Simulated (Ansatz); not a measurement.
## Electronic structure of B2ClH2IO in real space

Input file:

```
crystal:
  periodic: [false, false, false]
  atoms:
    - { symbol: B, position_ang: [0.1657, -0.0125, 1.2844] }
    - { symbol: O, position_ang: [-0.9731, -0.0173, 0.293] }
    - { symbol: B, position_ang: [-0.3497, -0.111, -1.0262] }
    - { symbol: Cl, position_ang: [0.0342, -1.7554, -1.7876] }
    - { symbol: I, position_ang: [0.0874, 1.7033, -2.2001] }
    - { symbol: H, position_ang: [-1.71537, 0.3155, 0.85725] }
    - { symbol: H, position_ang: [0.5445, -0.9642, 1.7662] }
magnetization:
  spin_polarized: true
basis:
  gaussian: { orbitals: def2-SVP }
hamiltonian:
  xc: pbe
relax:
  f_tol: 0.02
  max_steps: 50
output:
  orbitals: {}
```

Run with:

```sh
ansatz run input.yaml --threads 2 --pin off --max-ram 3072MiB --backend cpu --events-out ev --progress --plain --runs-dir out
```

The fields are those of the relaxed geometry.

Core potentials replace the inner electrons of I.

Level of theory: Ansatz 0.2.0, UKS PBE/def2-SVP.

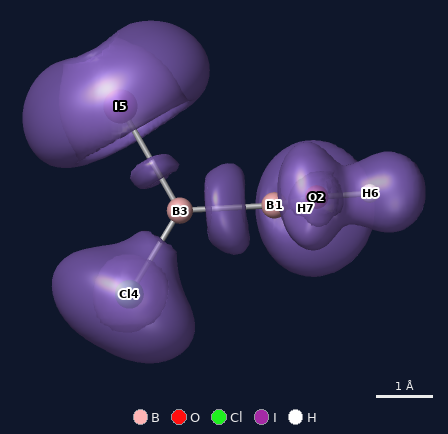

Figure 1. Isosurface of the electron localisation function at 0.75 (purple), seen across its widest extent. Only the valence region is drawn (cores and ρ < 0.01 e/Å³ removed).

### Where are the electrons localised?

At this value the surface marks out one region between bonded B–B atoms (shared pairs), one region between bonded B–I atoms (shared pairs), one region around a hydrogen nucleus, one region on Cl in which the atom's valence shell and bonds are merged, one ring or bowl of non-bonding electrons around I and one joined region spread over several atoms (H, O), in which their bonds and any lone pairs are merged. Along the contacts the grid gives the following. B–O (1.36 Å): the ELF peaks at about 0.90 between the atoms (a polar covalent bond). B–B (1.70 Å): the ELF peaks at about 1 between the atoms (a shared electron pair).

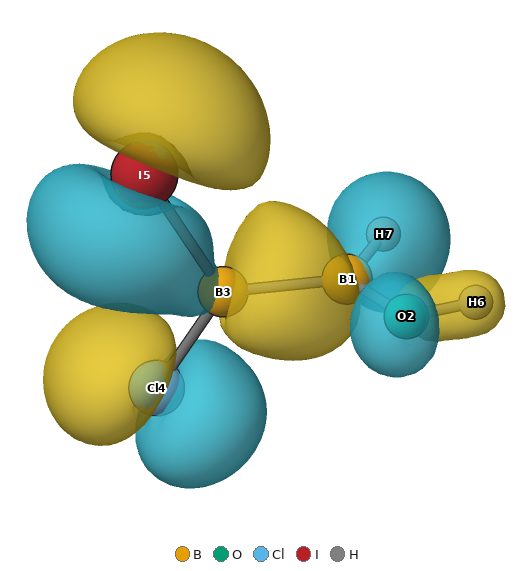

Figure 2. The HOMO−1 at ±0.08 Å⁻³ᐟ² (yellow and cyan are the two phases), seen at a tilt.

### Where does this orbital lie, and at what energy?

Its weight (Hirshfeld) is mainly on I5 (about 45 %), Cl4 (about 25 %), B3 (about 10 %) and B1 (about 10 %). Its energy is −6.67 eV.

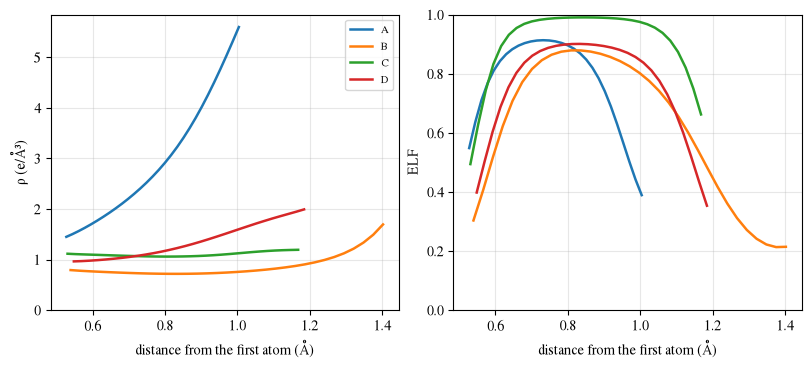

Figure 3. Electron density and electron localisation function along straight lines between neighbouring atoms. The curves leave out the atomic cores.

### Which curve belongs to which contact (B–B, B–Cl, B–I and B–O)? The first atom named is at distance zero.

Curve A: B–O (1.36 Å): ρ at the midpoint is about 2.1 e/Å³; the ELF peaks at about 0.90 between the atoms; a shared but strongly polarised pair. Curve B: B–I (2.16 Å): ρ at the midpoint is about 0.8 e/Å³, with its minimum of 0.72 e/Å³ about 0.8 Å from B; the ELF peaks at about 0.90 between the atoms (a shared electron pair). Curve C: B–B (1.70 Å): the density is about 1.1 e/Å³ at the midpoint; the ELF peaks at about 1 between the atoms: a covalent bond. Curve D: B–Cl (1.75 Å): ρ is about 1.3 e/Å³ halfway; the ELF peaks at about 0.90 between the atoms; a shared but strongly polarised pair.

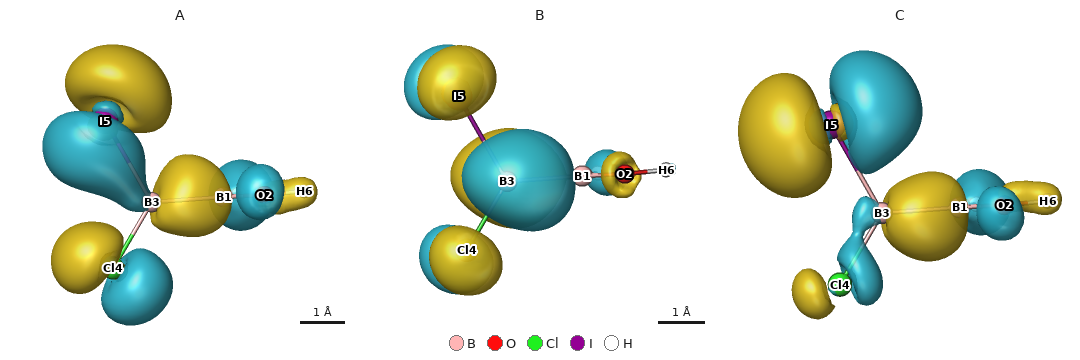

Figure 4. Three frontier orbitals at ±0.1 Å⁻³ᐟ² (yellow and cyan are the two phases), in no order.

### Which picture is the HOMO−1, the HOMO and the LUMO?

A is the HOMO−1 (−6.67 eV). Its weight (Hirshfeld) is mainly on I5 (about 45 %), Cl4 (about 25 %), B3 (about 10 %) and B1 (about 10 %). C is the HOMO (−6.19 eV). It lies mainly on I5 (about 65 %), B1 (about 10 %) and B3 (about 10 %). B is the LUMO (−2.62 eV). It lies mainly on B3 (about 50 %), I5 (about 20 %), Cl4 (about 15 %) and B1 (about 10 %).

### What is the HOMO–LUMO gap?

3.57 eV between the orbital energies.
